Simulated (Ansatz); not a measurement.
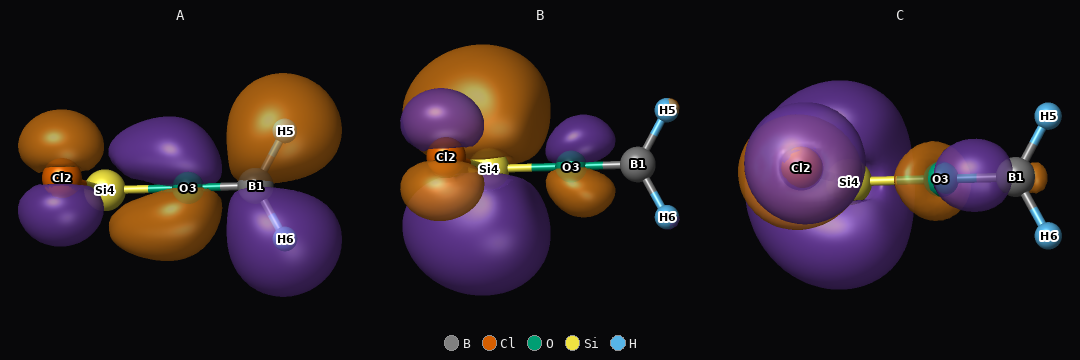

BClH2OSi. Three frontier orbitals at ±0.08 Å⁻³ᐟ² (orange and purple are the two phases), in no order.

Geometry: B3LYP-D3(BJ)/def2-SVP.

Computed with isolated molecule in a Gaussian basis; Kohn-Sham density functional theory, functional PBE0 (Ansatz).

```
atom    x (Å)    y (Å)    z (Å)
   B  -2.0651  -2.4894  -0.7047
  Cl  -0.6100  -6.1781  -0.7198
   O  -2.2950  -3.8120  -0.5997
  Si  -2.5788  -5.4443  -0.4687
   H  -1.8149  -1.8589   0.2956
   H  -2.1251  -1.9709  -1.7947
```

Q: Order the three orbitals by energy and name them.

A: A is the HOMO−1 (−8.72 eV). By Hirshfeld shares it lies mainly on O3 (about 25 %), B1 (about 25 %), H6 (about 20 %), H5 (about 20 %) and Cl2 (about 10 %). C is the HOMO (−7.85 eV). By Hirshfeld shares it lies mainly on Si4 (about 65 %), Cl2 (about 25 %) and O3 (about 5 %). B is the LUMO (−2.37 eV). It lies mainly on Si4 (about 80 %), Cl2 (about 10 %) and O3 (about 10 %).

Q: What is the HOMO–LUMO gap?

A: 5.48 eV between the orbital energies.
